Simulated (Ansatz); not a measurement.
# Screening in RbSb4F13 (I4/m), part 2 of 2

How strongly does RbSb4F13 (I4/m) screen? Routes: perturbation theory, a sum over states and the RPA step of G0W0.

Ansatz 0.2.0; linear response on PBE, plane waves, PAW. Known limits of the many-body steps: not at the basis limit; no spin-orbit coupling.

So far. Step 2 (Response to a homogeneous field): One over ε∞ averages 0.37, above the quarter of exact exchange in PBE0, which should therefore fall short. Step 3 (Independent-particle spectrum): The sum gives ε∞ = 3.07 and 3.08 without local fields.

### Step 3. Independent-particle spectrum (continued)

Level of this step: independent-particle optics on PBE, plane waves, PAW; PAW set soft_1 (Ansatz).

Independent particles, no local fields, Gaussian width 0.2 eV. The ε₁ by photon energy:

| photon energy (eV) | xx=yy | zz |
| --- | --- | --- |
| 0.0 | 3.02 | 3.03 |
| 2.5 | 3.27 | 3.27 |
| 5.0 | 6.66 | 5.96 |
| 7.5 | 2.03 | 1.84 |
| 10.0 | 0.225 | 0.353 |
| 12.5 | 1.56 | 1.40 |
| 15.0 | 1.39 | 1.23 |
| 17.5 | 0.814 | 1.85 |
| 20.0 | 0.568 | 0.317 |
| 22.5 | 0.487 | 0.560 |
| 25.0 | 0.676 | 0.659 |

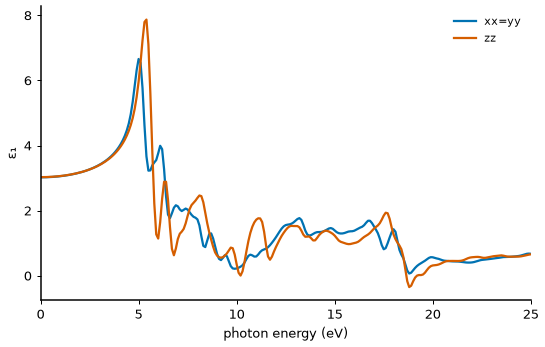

ε₁ against photon energy.

### Step 4. RPA screening from the G0W0 run

Now the one-shot GW correction: screening in the RPA, then the self-energy of the levels asked for. This step takes PAW set soft_1 files.

This step: G0W0 on PBE, plane waves, PAW; PAW set soft_1.

input.yaml

```yaml
crystal:
  lattice:
    - [-4.8175, 4.8175, 3.2815]
    - [4.8175, -4.8175, 3.2815]
    - [4.8175, 4.8175, -3.2815]
  atoms:
    - { symbol: Rb, position: [0.5, 0.5, 0.0] }
    - { symbol: Sb, position: [0.0063970689, 0.2770921314, 0.2834892002] }
    - { symbol: Sb, position: [0.2770921314, 0.9936029311, 0.2706950625] }
    - { symbol: Sb, position: [0.9936029311, 0.7229078686, 0.7165107998] }
    - { symbol: Sb, position: [0.7229078686, 0.0063970689, 0.7293049375] }
    - { symbol: F, position: [0.0, 0.0, 0.0] }
    - { symbol: F, position: [0.5614796371, 0.8766087358, 0.4380883729] }
    - { symbol: F, position: [0.8766087358, 0.4385203629, 0.3151290987] }
    - { symbol: F, position: [0.4385203629, 0.1233912642, 0.5619116271] }
    - { symbol: F, position: [0.1233912642, 0.5614796371, 0.6848709013] }
    - { symbol: F, position: [0.4300990428, 0.3344864191, 0.3207384218] }
    - { symbol: F, position: [0.3344864191, 0.0137479972, 0.9043873762] }
    - { symbol: F, position: [0.0137479972, 0.109360621, 0.6792615782] }
    - { symbol: F, position: [0.109360621, 0.4300990428, 0.0956126238] }
    - { symbol: F, position: [0.5699009572, 0.6655135809, 0.6792615782] }
    - { symbol: F, position: [0.6655135809, 0.9862520028, 0.0956126238] }
    - { symbol: F, position: [0.9862520028, 0.890639379, 0.3207384218] }
    - { symbol: F, position: [0.890639379, 0.5699009572, 0.9043873762] }
kpoints:
  mp_grid: { grid: [4, 4, 4] }
hamiltonian:
  xc: pbe
  pseudopotentials: { kind: paw, azcp: { folder: soft_1 } }
scf:
  occupations: { method: fixed }
gw:
  n_empty_bands: 1025
  ecut_chi: 130.0
  qp_bands: [v4, c4]
  qp_kpoints: band_edges
  screening: { model: contour_deformation }
```

On the command line:

```sh
$ ansatz run input.yaml --threads 2 --pin off --max-ram 92160MiB --backend cuda --events-out ev --progress --plain --runs-dir out --devices 1 --max-vram 13GiB
```

Numbers of over 12 decimals in the logs are rounded to 6 here.

Output:

```text
GPUs: using 1 of 1 available (devices: 1).
[...]
GPU FFT provider: cuFFT
GPU libraries: cuBLAS 13.8.2, cuFFT 12.4.0, cuSOLVER 12.3.4
Crystal: 18 atoms, lattice volume = 304.632 Å³
Basis set: ecut = 420 eV, 5959 PW (Γ)
Bands: 98, of which v1, the nominal top of the filled ones, is band 80 counted from 1 (79 counted from 0)
Symmetry: 8 space group operations
[...]
k-points: 14 of 64
[...]
0    84      8.5419   -10.0996    -3.3265   -14.6937  0.8256     9.8269     9.8095  root
[...]
13    81      7.8601   -10.7189    -3.1253   -15.0071  0.8310     9.0350     9.0229  root
    13    82      7.8801   -10.7172    -3.0056   -14.9114  0.8269     9.0821     9.0686  root
    13    83      7.9043    -9.6015    -3.1924   -13.8677  0.8342     8.9885     8.9781  root
    13    84      8.8310   -10.5793    -3.3682   -15.2813  0.8206    10.1853    10.1647  root
[key lines of the parts left out:]
SCF converged after 11 iterations
Free energy (F): -39720.304936 eV
Fermi energy:    2.887139 eV
```

Wall time 5.2 min (1 × NVIDIA H100 80GB HBM3 (shared by 6 runs) with 2 threads of AMD EPYC 7R13 (Zen 3), shared host); peak memory 5.4 GiB.

This step gave:

```yaml
bands_summed: 1105
rpa_eps_infinity_on_this_mesh_eigenvalues: 2.388, 2.631, 2.631
plane_waves_in_the_screening_matrix: 999
g0w0_gap_on_the_mesh: 7.321 eV
k_of_the_valence_top: 0.25, 0.25, 0.25
k_of_the_conduction_bottom: 0.25, 0.25, -0.25
starting_gap_on_the_mesh: 4.755 eV
least_direct_g0w0_gap_on_the_computed_points: 7.347 eV
```

The gap on the mesh goes from 4.76 eV to 7.32 eV, a correction of +2.57 eV. Between the two edge states, bare exchange in place of the xc potential would open the gap by 8.53 eV, and correlation takes back 5.97 eV.

Mean over the mesh in bins of 0.25 1/Å. Static inverse dielectric function, diagonal against length of q+G:

| length of q+G (Å⁻¹) | static inverse dielectric function, diagonal |
| --- | --- |
| 0.28 | 0.405 |
| 0.50 | 0.430 |
| 0.77 | 0.472 |
| 1.02 | 0.519 |
| 1.26 | 0.569 |
| 1.51 | 0.621 |
| 1.75 | 0.668 |
| 2.00 | 0.713 |
| 2.25 | 0.755 |
| 2.51 | 0.791 |
| 2.75 | 0.822 |
| 3.00 | 0.848 |
| 3.25 | 0.870 |
| 3.50 | 0.889 |
| 3.75 | 0.904 |
| 4.01 | 0.917 |
| 4.26 | 0.929 |
| 4.50 | 0.939 |
| 4.75 | 0.947 |
| 5.00 | 0.955 |
| 5.25 | 0.962 |
| 5.50 | 0.968 |
| 5.73 | 0.973 |

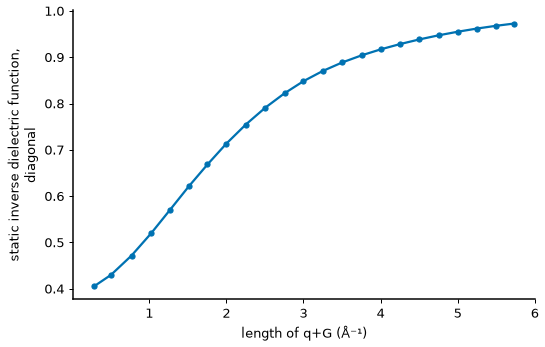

Static inverse dielectric function, diagonal, plotted against length of q+G.

### Step 5. The values together

Times are wall times on 1 × NVIDIA H100 80GB HBM3 (shared by 6 runs) with 2 threads of AMD EPYC 7R13 (Zen 3), shared host, good to a factor of about two.

| method | mesh | ε∞, low | middle | high | mean | time |
| --- | --- | --- | --- | --- | --- | --- |
| perturbation theory (local fields and xc kernel) | 4×4×4 | 2.52 | 2.75 | 2.75 | 2.67 | 91 s |
| sum over states (no local fields) | 4×4×4 | 3.07 | 3.07 | 3.08 | 3.07 | 54 s |
| RPA with local fields, on the GW mesh | 4×4×4 | 2.39 | 2.63 | 2.63 | 2.55 | 5.2 min |

### Step 6. Results

```
perturbation theory (local fields and xc kernel) : 2.52, 2.75, 2.75
sum over states (no local fields)                : 3.07, 3.07, 3.08
RPA with local fields, on the GW mesh            : 2.39, 2.63, 2.63
```

**Reading.** Mean Born effective charge: Rb1 1.33, Sb2 3.32, F6 -1.54, F7 -1.15, F11 -1.06 e. The most distinct maxima of the ε₂ (xx=yy) lie at 5.3, 6.3, 17.3 and 18.2 eV, the highest at 5.3 eV. Distinct peaks of the loss function (xx=yy) stand at 10.4, 17.6 and 22.1 eV; the one at 22.1 eV is strongest. The sum without local fields gives 3.07 in the mean against 2.67 by perturbation theory; local fields lower ε∞ and the xc kernel gives part of it back, though the sum also carries the error of its own mesh. The RPA values on the 4×4×4 mesh average 0.95 times those of perturbation theory (means 2.55 and 2.67). Without the xc kernel RPA should lie a little lower, as the mean does. PBE usually puts the gap too low, which tends to raise ε∞. Ions are clamped, so the lattice part of the static constant is not in these numbers.

[Paths, hosts, dates, memory and timing lines, banners, echoed tables and standing remarks are left out of the program output.]

[Logs are printed without paths, hosts, clocks, repeated set-up lines and the standing remarks that a program may print on its own settings, such as how far it seeks lower states.]

[Runs of the session that timed out or met a known fault of the program may be left out.]

[Cells called generated may have been cut or substituted from an entry of the Crystallography Open Database or the Materials Project.]

[Hosts, paths, dates, database ids (printed as entryN), source tags and the programs' standing remarks are cut or masked in the printed files.]
